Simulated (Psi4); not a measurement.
# Run report: InNH₃O, molecular dynamics (part 1 of 2)

The run: molecular dynamics of InNH₃O, multiplicity 2. Method and program: B3LYP/STO-3G, UKS, dispersion D3(BJ) (Psi4 1.11).

The geometry comes from this level: PBE0-D4/def2-TZVP (4 decimals).

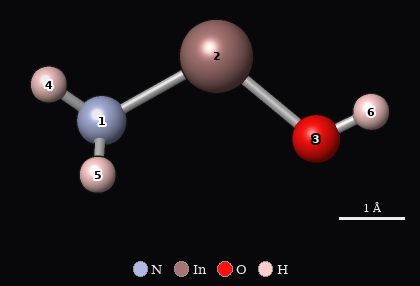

Figure 1. The input geometry (ball-and-stick view, seen at a tilt; atoms are numbered from 1 in the order of the input). Sticks mark near contacts. Bond lengths as drawn: H–N 1.01 to 1.02 Å, H–O 0.96 Å, In–N 2.07 Å and In–O 2.01 Å.

## Input (run.py)
```python
import numpy as np
from ase.calculators.psi4 import Psi4
from ase.io import read
from ase import units
from ase.md.velocitydistribution import MaxwellBoltzmannDistribution, Stationary
from ase.md.verlet import VelocityVerlet

mol = read('h3inno.sdf')
calc = Psi4(atoms=mol, method='b3lyp-d3bj', basis='STO-3G', memory='1600MB', num_threads=1, charge=0, multiplicity=2, label='h3inno', reference='uks')
calc.psi4.set_options({'scf_type': 'pk'})
mol.calc = calc

MaxwellBoltzmannDistribution(mol, temperature_K=100.0, rng=np.random.default_rng(410))
Stationary(mol)
dyn = VelocityVerlet(mol, 0.5 * units.fs)
def show():
    ep, ek = mol.get_potential_energy(), mol.get_kinetic_energy()
    print(f'step {dyn.nsteps:3d}  Epot {ep:14.6f}  Ekin {ek:9.6f}  Etot {ep + ek:14.6f} eV  T {mol.get_temperature():7.1f} K')
dyn.attach(show)
dyn.run(25)
```

## File h3inno.sdf
```

     RDKit          3D

  6  5  0  0  0  0  0  0  0  0999 V2000
   -0.9804   -0.2178   -1.0444 N   0  0  0  0  0  0  0  0  0  0  0  0
    0.9409   -0.0967   -0.2874 In  0  0  0  0  0  2  0  0  0  0  0  0
    0.9330   -0.1081    1.7217 O   0  0  0  0  0  0  0  0  0  0  0  0
   -1.0450    0.0344   -2.0241 H   0  0  0  0  0  0  0  0  0  0  0  0
   -1.6122    0.3916   -0.5319 H   0  0  0  0  0  0  0  0  0  0  0  0
    1.8056   -0.0672    2.1200 H   0  0  0  0  0  0  0  0  0  0  0  0
  2  1  1  0
  3  2  1  0
  4  1  1  0
  5  1  1  0
  6  3  1  0
M  RAD  1   2   2
M  END
$$$$
```

Machine: 1 thread of Intel Xeon (Sapphire Rapids), 64 GiB of memory available, shared host.

Run as:
```bash
python run.py
```

## Log
```
gradient() will perform analytic gradient computation.

   => Loading Basis Set <=

    Name: STO-3G
    Role: ORBITAL
    Keyword: BASIS

   => B3LYP-D3(BJ): Empirical Dispersion <=

        s6 =       1.000000
        s8 =       1.988900
        a1 =       0.398100
        a2 =       4.421100

         ---------------------------------------------------------
                                   SCF
                              UKS Reference
                        1 Threads,   1525 MiB Core
         ---------------------------------------------------------

  ==> Geometry <==

    Molecular point group: c1
    Full point group: C1

    Geometry (in Angstrom), charge = 0, multiplicity = 2:

       Center              X                  Y                   Z               Mass
    ------------   -----------------  -----------------  -----------------  -----------------
         N           -1.593165847254    -0.114768070280    -0.823650397595    14.003074004430
         IN           0.189894809131     0.014632177808    -0.144279508049   114.903878776000
         O            0.212739146115    -0.036163854889     1.769400961307    15.994914619570
         H           -1.727881953758    -0.013840706623    -1.867208324303     1.007825032230
         H           -2.381856368446     0.457004230096    -0.451134290844     1.007825032230
         H            1.219181674594     0.057170911128     2.130309252374     1.007825032230

  Running in c1 symmetry.

  Rotational constants: A =      0.54342  B =      0.18590  C =      0.13935 [cm^-1]
  Rotational constants: A =  16291.23966  B =   5573.07977  C =   4177.57984 [MHz]
  Nuclear repulsion =  257.655443552895974

  Charge       = 0
  Multiplicity = 2
  Electrons    = 67
  Nalpha       = 34
  Nbeta        = 33

  ==> Algorithm <==

  SCF Algorithm Type is PK.
  DIIS enabled.
  MOM disabled.
  Fractional occupation disabled.
  Guess Type is SAD.
  Energy threshold   = 1.00e-08
  Density threshold  = 1.00e-08
  Integral threshold = 1.00e-12

  ==> Primary Basis <==

  Basis Set: STO-3G
    Blend: STO-3G
    Number of shells: 20
    Number of basis functions: 40
    Number of Cartesian functions: 42
    Spherical Harmonics?: true
    Max angular momentum: 2

  ==> DFT Potential <==

   => LibXC <=

    Version 7.1.2

   => Composite Functional: B3LYP-D3BJ2B <=

    B3LYP-d3bj2b Hyb-GGA Exchange-Correlation Functional

    Deriv               =              1
    GGA                 =           TRUE
    Meta                =          FALSE

    Exchange Hybrid     =           TRUE
    MP2 Hybrid          =          FALSE

   => Exchange Functionals <=

    0.0800   Slater exchange
    0.7200         Becke 88

   => Exact (HF) Exchange <=

    0.2000               HF

   => Correlation Functionals <=

    0.1900   Vosko, Wilk & Nusair (VWN5_RPA)
    0.8100   Lee, Yang & Parr

   => LibXC Density Thresholds  <==

    XC_HYB_GGA_XC_B3LYP:  1.00E-15

   => Molecular Quadrature <=

    Radial Scheme          =       TREUTLER
    Pruning Scheme         =           NONE
    Nuclear Scheme         =       TREUTLER

    Blocking Scheme        =         OCTREE
    BS radius alpha        =              1
    Pruning alpha          =              1
    Radial Points          =             75
    Spherical Points       =            302
    Total Points           =         128021
    Total Blocks           =           1015
    Max Points             =            255
    Max Functions          =             39
    Weights Tolerance      =       1.00E-15

  ==> Integral Setup <==

  Using in-core PK algorithm.
   Calculation information:
      Number of atoms:                   6
      Number of AO shells:              20
      Number of primitives:             60
      Number of atomic orbitals:        42
      Number of basis functions:        40

      Integral cutoff                 1.00e-12
      Number of threads:                 1

  Performing in-core PK
  Using 673220 doubles for integral storage.
  We computed 19501 shell quartets total.
  Whereas there are 22155 unique shell quartets.

  ==> DiskJK: Disk-Based J/K Matrices <==

    J tasked:                  Yes
    K tasked:                  Yes
    wK tasked:                  No
    Memory [MiB]:             1047
    Schwarz Cutoff:          1E-12

  Cached 100.0% of DFT collocation blocks in 0.095 [GiB].

  Minimum eigenvalue in the overlap matrix is 2.9903459545E-01.
  Reciprocal condition number of the overlap matrix is 1.3813868491E-01.
    Using symmetric orthogonalization.

  ==> Pre-Iterations <==

  SCF Guess: Superposition of Atomic Densities via on-the-fly atomic UHF (no occupation information).

   -------------------------
    Irrep   Nso     Nmo
   -------------------------
     A         40      40
   -------------------------
    Total      40      40
   -------------------------

  ==> Iterations <==

                        Total Energy        Delta E     RMS |[F,P]|

   @UKS iter SAD: -5812.01262585695076   -5.81201e+03   0.00000e+00
   @UKS iter   1: -5814.35437174105664   -2.34175e+00   1.65567e-02 ADIIS/DIIS
   @UKS iter   2: -5811.02671376855596    3.32766e+00   4.66464e-02 ADIIS/DIIS
   @UKS iter   3: -5814.71930839118158   -3.69259e+00   8.97196e-03 ADIIS/DIIS
   @UKS iter   4: -5814.81194424207570   -9.26359e-02   4.12775e-03 ADIIS/DIIS
   @UKS iter   5: -5814.83179754205776   -1.98533e-02   2.53741e-04 ADIIS/DIIS
   @UKS iter   6: -5814.83195711490316   -1.59573e-04   3.96035e-04 ADIIS/DIIS
   @UKS iter   7: -5814.83215654851028   -1.99434e-04   8.94541e-05 DIIS
   @UKS iter   8: -5814.83219724555511   -4.06970e-05   2.36887e-05 DIIS
   @UKS iter   9: -5814.83220169682045   -4.45127e-06   9.19818e-06 DIIS
   @UKS iter  10: -5814.83220187164443   -1.74824e-07   1.33451e-06 DIIS
   @UKS iter  11: -5814.83220188031555   -8.67112e-09   5.69298e-07 DIIS
   @UKS iter  12: -5814.83220188109863   -7.83075e-10   6.73636e-08 DIIS
   @UKS iter  13: -5814.83220188111864   -2.00089e-11   1.56170e-08 DIIS
   @UKS iter  14: -5814.83220188111954   -9.09495e-13   3.56618e-09 DIIS
  Energy and wave function converged.

  ==> Post-Iterations <==

   Electrons on quadrature grid:
      Nalpha   =   33.9999972797 ; deviation = -2.720e-06
      Nbeta    =   32.9999985942 ; deviation = -1.406e-06
      Ntotal   =   66.9999958739 ; deviation = -4.126e-06

   @Spin Contamination Metric:   2.897535056E-03
   @S^2 Expected:                7.500000000E-01
   @S^2 Observed:                7.528975351E-01
   @S   Expected:                5.000000000E-01
   @S   Observed:                5.000000000E-01

    Orbital Energies [Eh]
    ---------------------

    Alpha Occupied:

       1A   -976.590748     2A   -141.761276     3A   -134.609621
       4A   -134.609454     5A   -134.608224     6A    -25.740274
       7A    -23.093965     8A    -23.090503     9A    -23.089285
      10A    -18.806433    11A    -15.443187    12A    -15.441207
      13A    -15.441123    14A    -15.438510    15A    -15.438172
      16A    -14.029723    17A     -3.525028    18A     -2.472147
      19A     -2.467299    20A     -2.463285    21A     -0.855387
      22A     -0.743265    23A     -0.376202    24A     -0.354861
      25A     -0.338759    26A     -0.245783    27A     -0.229500
      28A     -0.224957    29A     -0.217897    30A     -0.202042
      31A     -0.156526    32A     -0.150322    33A     -0.112990
      34A     -0.055676

    Alpha Virtual:

      35A      0.124531    36A      0.237706    37A      0.306006
      38A      0.378894    39A      0.452799    40A      0.469511

    Beta Occupied:

       1A   -976.590280     2A   -141.760286     3A   -134.608843
       4A   -134.608281     5A   -134.607552     6A    -25.739195
       7A    -23.092583     8A    -23.089972     9A    -23.088103
      10A    -18.803320    11A    -15.440816    12A    -15.440750
      13A    -15.439919    14A    -15.437816    15A    -15.437041
      16A    -14.027802    17A     -3.520356    18A     -2.466434
      19A     -2.462725    20A     -2.459092    21A     -0.842548
      22A     -0.736405    23A     -0.372761    24A     -0.350535
      25A     -0.330527    26A     -0.229277    27A     -0.226477
      28A     -0.219836    29A     -0.212123    30A     -0.184742
      31A     -0.148767    32A     -0.134794    33A     -0.102850

    Beta Virtual:

      34A      0.040108    35A      0.140879    36A      0.250826
      37A      0.323863    38A      0.385863    39A      0.456917
      40A      0.477105

    Final Occupation by Irrep:
              A
    DOCC [    33 ]
    SOCC [     1 ]
    NA   [    34 ]
    NB   [    33 ]

  @UKS Final Energy: -5814.83220188111954

   => Energetics <=

    Nuclear Repulsion Energy =            257.6554435528959743
    One-Electron Energy =               -8562.9707587756838620
    Two-Electron Energy =                2629.6761077639671385
    DFT Exchange-Correlation Energy =    -139.1869934260185744
    Empirical Dispersion Energy =          -0.0060009962805914
    VV10 Nonlocal Energy =                  0.0000000000000000
    Total Energy =                      -5814.8322018811195449

  UHF NO Occupations:
  HONO-2 :   32  A 1.9997331
  HONO-1 :   33  A 1.9989922
  HONO-0 :   34  A 1.0000000
  LUNO+0 :   35  A 0.0010078
  LUNO+1 :   36  A 0.0002669
  LUNO+2 :   37  A 0.0001408
  LUNO+3 :   38  A 0.0000252

Computation Completed

Properties will be evaluated at   0.000000,   0.000000,   0.000000 [a0]

Properties computed using the SCF density matrix

 Multipole Moments:

 ------------------------------------------------------------------------------------
     Multipole            Electronic (a.u.)      Nuclear  (a.u.)        Total (a.u.)
 ------------------------------------------------------------------------------------

 L = 1.  Multiply by 2.5417464519 to convert [e a0] to [Debye]
 Dipole X            :          6.0448677           -5.7371306            0.3077371
 Dipole Y            :          0.1392412            0.2355049            0.3747461
 Dipole Z            :         -2.4175361            2.1390295           -0.2785066
 Magnitude           :                                                    0.5591982

 ------------------------------------------------------------------------------------

	total time  =          3 seconds =       0.05 minutes

         ------------------------------------------------------------
                                   SCF GRAD
         ------------------------------------------------------------

  ==> Geometry <==

    Molecular point group: c1
    Full point group: C1

    Geometry (in Angstrom), charge = 0, multiplicity = 2:

       Center              X                  Y                   Z               Mass
    ------------   -----------------  -----------------  -----------------  -----------------
         N           -1.593165847254    -0.114768070280    -0.823650397595    14.003074004430
         IN           0.189894809131     0.014632177808    -0.144279508049   114.903878776000
         O            0.212739146115    -0.036163854889     1.769400961307    15.994914619570
         H           -1.727881953758    -0.013840706623    -1.867208324303     1.007825032230
         H           -2.381856368446     0.457004230096    -0.451134290844     1.007825032230
         H            1.219181674594     0.057170911128     2.130309252374     1.007825032230

  Nuclear repulsion =  257.655443552895974

  ==> Basis Set <==

  Basis Set: STO-3G
    Blend: STO-3G
    Number of shells: 20
    Number of basis functions: 40
    Number of Cartesian functions: 42
    Spherical Harmonics?: true
    Max angular momentum: 2

  ==> DirectJKGrad: Integral-Direct SCF Gradients <==

    Gradient:                    1
    J tasked:                  Yes
    K tasked:                  Yes
    wK tasked:                  No
    Integrals threads:           1
    Schwarz Cutoff:          1E-12

  ==> DFT Potential <==

   => LibXC <=

    Version 7.1.2

   => Composite Functional: B3LYP-D3BJ2B <=

    B3LYP-d3bj2b Hyb-GGA Exchange-Correlation Functional

    Deriv               =              1
    GGA                 =           TRUE
    Meta                =          FALSE

    Exchange Hybrid     =           TRUE
    MP2 Hybrid          =          FALSE

   => Exchange Functionals <=

    0.0800   Slater exchange
    0.7200         Becke 88

   => Exact (HF) Exchange <=

    0.2000               HF

   => Correlation Functionals <=

    0.1900   Vosko, Wilk & Nusair (VWN5_RPA)
    0.8100   Lee, Yang & Parr

   => LibXC Density Thresholds  <==

    XC_HYB_GGA_XC_B3LYP:  1.00E-15

   => Molecular Quadrature <=

    Radial Scheme          =       TREUTLER
    Pruning Scheme         =           NONE
    Nuclear Scheme         =       TREUTLER

    Blocking Scheme        =         OCTREE
    BS radius alpha        =              1
    Pruning alpha          =              1
    Radial Points          =             75
    Spherical Points       =            302
    Total Points           =         128021
    Total Blocks           =           1015
    Max Points             =            255
    Max Functions          =             39
    Weights Tolerance      =       1.00E-15

  -Total Gradient:
     Atom            X                  Y                   Z
    ------   -----------------  -----------------  -----------------
       1       -0.028329353896    -0.007080514152     0.008462072530
       2        0.024065027375     0.003428380743    -0.004066003269
       3       -0.041004834574    -0.004164879102    -0.003617510445
       4       -0.001000297080     0.005639602178    -0.006712212505
       5        0.004933860928    -0.001636985428    -0.008473158755
       6        0.041079063717     0.003768103715     0.014629157638

	total time  =          1 seconds =       0.02 minutes
```

## Standard output
```
step   0  Epot -158229.035514  Ekin  0.075928  Etot -158228.959585 eV  T    97.9 K
step   1  Epot -158229.015407  Ekin  0.056617  Etot -158228.958790 eV  T    73.0 K
step   2  Epot -158229.051927  Ekin  0.091864  Etot -158228.960062 eV  T   118.4 K
step   3  Epot -158229.125643  Ekin  0.163279  Etot -158228.962364 eV  T   210.5 K
step   4  Epot -158229.200601  Ekin  0.236376  Etot -158228.964225 eV  T   304.8 K
step   5  Epot -158229.246462  Ekin  0.281624  Etot -158228.964838 eV  T   363.1 K
step   6  Epot -158229.251611  Ekin  0.287373  Etot -158228.964238 eV  T   370.5 K
step   7  Epot -158229.223515  Ekin  0.260581  Etot -158228.962934 eV  T   336.0 K
step   8  Epot -158229.181373  Ekin  0.219872  Etot -158228.961501 eV  T   283.5 K
step   9  Epot -158229.147128  Ekin  0.186749  Etot -158228.960379 eV  T   240.8 K
step  10  Epot -158229.138288  Ekin  0.178453  Etot -158228.959835 eV  T   230.1 K
step  11  Epot -158229.163410  Ekin  0.203415  Etot -158228.959995 eV  T   262.3 K
step  12  Epot -158229.220001  Ekin  0.259146  Etot -158228.960855 eV  T   334.1 K
step  13  Epot -158229.294716  Ekin  0.332472  Etot -158228.962245 eV  T   428.7 K
step  14  Epot -158229.366449  Ekin  0.402708  Etot -158228.963741 eV  T   519.2 K
step  15  Epot -158229.413287  Ekin  0.448611  Etot -158228.964676 eV  T   578.4 K
step  16  Epot -158229.422864  Ekin  0.458461  Etot -158228.964403 eV  T   591.1 K
step  17  Epot -158229.401587  Ekin  0.438704  Etot -158228.962883 eV  T   565.7 K
step  18  Epot -158229.374282  Ekin  0.413243  Etot -158228.961039 eV  T   532.8 K
step  19  Epot -158229.369967  Ekin  0.409837  Etot -158228.960130 eV  T   528.4 K
step  20  Epot -158229.403273  Ekin  0.442674  Etot -158228.960598 eV  T   570.8 K
```
